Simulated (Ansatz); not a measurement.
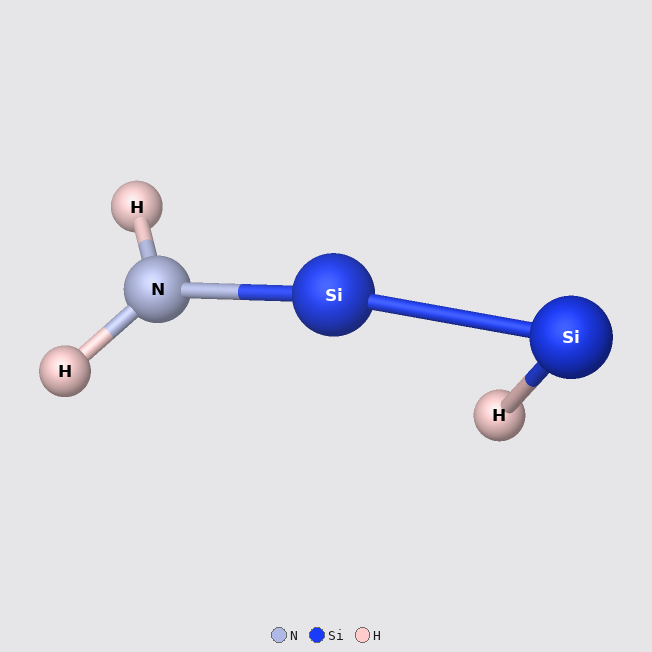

A ball-and-stick model of a molecule.

The computed structure is the end point of a PBE0-D4/def2-TZVP optimisation. No frequency run is at hand to confirm it as a minimum.

Identify the structure.

The molecule is H3NSi2. Coordination, clear cases only: 1 N trigonal planar; 1 Si bent.

More results for the same structure follow; atom numbers are the same in all pictures, views and colours differ.

**Shape**

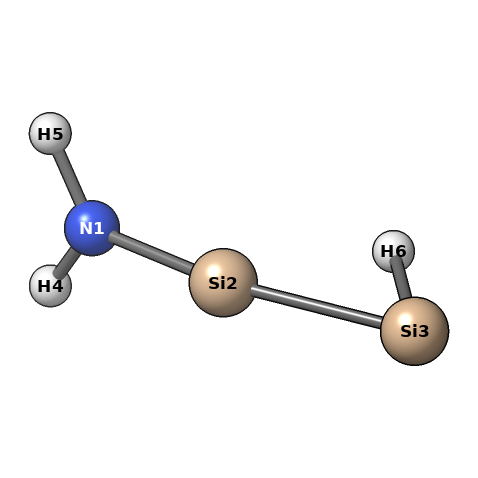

No frequency run is at hand to confirm it as a minimum.

List the bonds and their lengths.

```json
{"bond": "N1–Si2", "length (Å)": "1.690"}
{"bond": "N1–H4", "length (Å)": "1.007"}
{"bond": "N1–H5", "length (Å)": "1.007"}
{"bond": "Si2–Si3", "length (Å)": "2.104"}
{"bond": "Si3–H6", "length (Å)": "1.637"}
```

**Electronic properties**

No frequency run is at hand to confirm it as a minimum. Method: RKS PBE0-D4/def2-TZVPP (Ansatz 0.2.0).

What does the calculation give?

- HOMO energy (Kohn–Sham orbital): −5.60 eV
- LUMO energy (Kohn–Sham orbital): −1.33 eV
- HOMO–LUMO gap: 4.27 eV

**Charges**

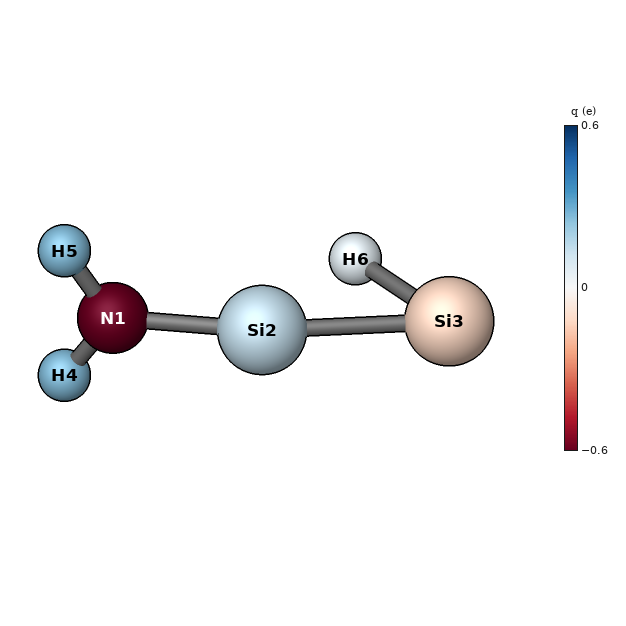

Atoms are coloured by their Mulliken charges. No frequency run is at hand to confirm it as a minimum. Method: RKS PBE0-D4/def2-TZVP (Ansatz 0.2.0).

Question: Which atom carries the highest charge (most positive or least negative)?

Answer: H4, H5 (0.26 e).

Question: And the lowest?

Answer: N1 (−0.60 e).

List the Mulliken charges.

| atom | value (e) |
| --- | --- |
| N1 | −0.60 |
| Si2 | 0.14 |
| Si3 | −0.12 |
| H4 | 0.26 |
| H5 | 0.26 |
| H6 | 0.06 |

**Dipole moment**

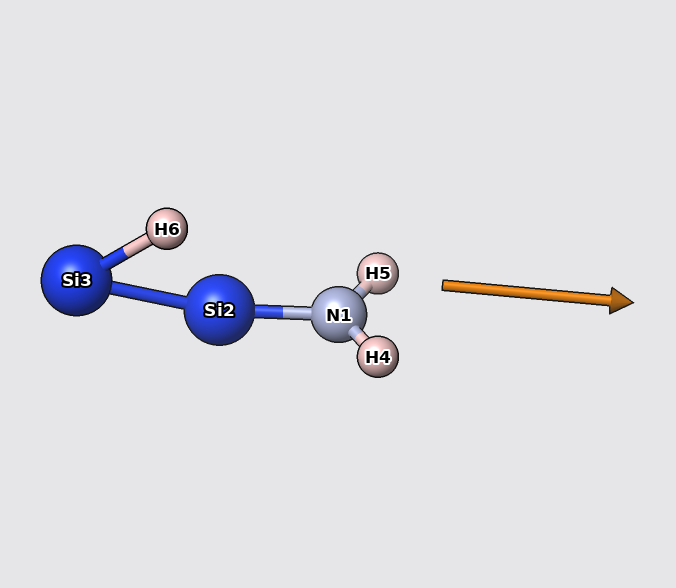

The arrow beside the molecule shows the direction of the dipole moment, from the negative to the positive end (its length means nothing). No frequency run is at hand to confirm it as a minimum. Properties computed with RKS PBE0-D4/def2-TZVP (Ansatz 0.2.0).

Question: Estimate the dipole moment.

Answer: 3.34 D; it points from the side of Si3 to the side of H4, H5 (the outermost atoms at the two ends).

Mulliken values depend strongly on the basis set and can even reverse the polarity of a bond.
